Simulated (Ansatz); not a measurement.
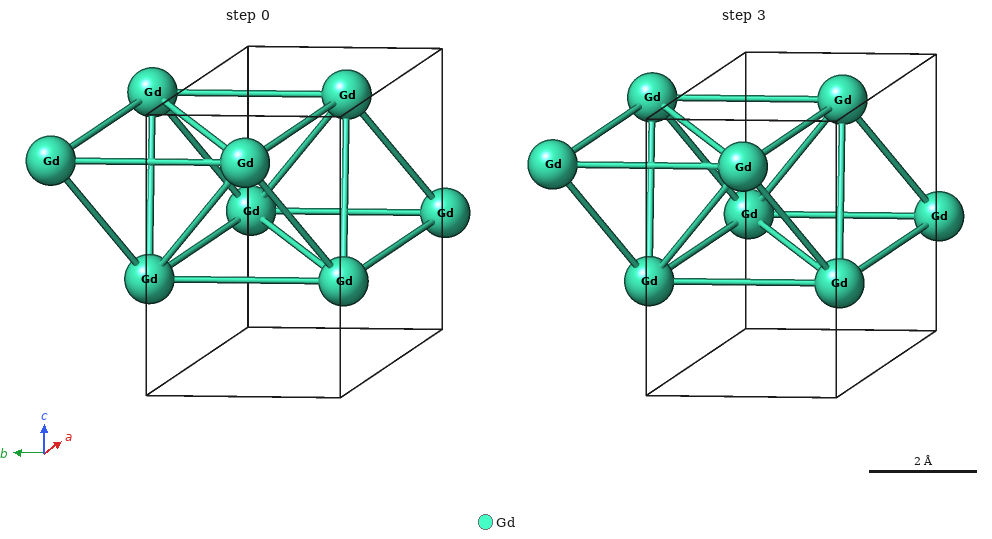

The structure of a crystal of Gd (built on the hcp type) before (left) and after (right) a relaxation, at one scale.

A ball-and-stick model of the cell of the calculation, repeated 2 × 2 × 1 with one cell outlined, seen from a free direction.

Computed with DFT PBEsol, scalar-relativistic, plane waves, PAW (Ansatz 0.2.0).

Input
```yaml
crystal:
  lattice:
    - [3.64, 0.0, 0.0]
    - [-1.82, 3.1523324698, 0.0]
    - [0.0, 0.0, 5.78032]
  atoms:
    - { symbol: Gd, position: [0.3333333333, 0.6666666667, 0.75], spin: 7.0 }
    - { symbol: Gd, position: [0.6666666667, 0.3333333333, 0.25], spin: 7.0 }
basis:
  ecutwfc: 600
  ecutrho_ratio: 5
kpoints:
  mp_grid: { grid: [14, 14, 8] }
hamiltonian:
  xc: pbesol
scf:
  occupations: { method: gaussian, width: 0.05 }
output:
  forces: true
  stress: true
  eigenvalues: true
  populations: true
magnetization:
  spin_polarized: true
relax:
  f_tol: 0.01
  max_steps: 60
  cell: { stress_tol: 0.15 }
```

Summarise the run.

The energy falls by 10.9 meV per atom in 2 accepted moves (3 points after the start). All forces vanish by symmetry, so only the cell relaxes. The pressure goes from −1.87 to 0.00 GPa. The SCF was repeated once at an unchanged geometry on a basis and grid sized afresh for the cell, which shifted the energy by 0.1 meV per atom at most. The atoms keep their places relative to the cell (all moves are under 0.005 Å). Cell: a = b 3.640 → 3.567 Å (−2.0 %), c 5.780 → 5.692 Å (−1.5 %). Volume −5.5 %. Some distances before and after: Gd1–Gd1 3.640 → 3.567 Å, Gd1–Gd2 3.573 → 3.513 Å. The space group stays P6_3/mmc (No. 194).
